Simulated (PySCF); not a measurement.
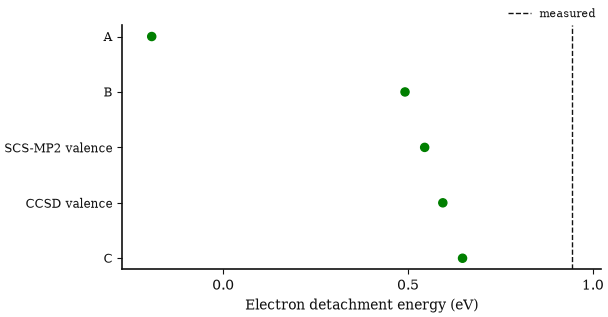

The electron detachment energy of Bi⁻ ([Xe] 4f¹⁴ 5d¹⁰ 6s² 6p⁴ → [Xe] 4f¹⁴ 5d¹⁰ 6s² 6p³) by several methods, in rising order. PySCF, aug-cc-pVTZ-PP with a 60-electron core potential, unrestricted single determinants, no spin-orbit coupling. Methods marked “valence” freeze 18 core electrons. The lettered entries are CCSD(T) valence, HF and MP2 valence in some order.

Q: Which letter is which method?

A: A is HF (−0.193 eV); B is MP2 valence (0.492 eV); C is CCSD(T) valence (0.647 eV). The values run from −0.193 eV (HF) to 0.647 eV (CCSD(T) valence). The measured value is 0.942 eV; nearest to it come CCSD(T) valence (−0.295) and CCSD valence (−0.348), furthest HF (−1.136 eV).

Limits of the model: spin-orbit shift not estimated.
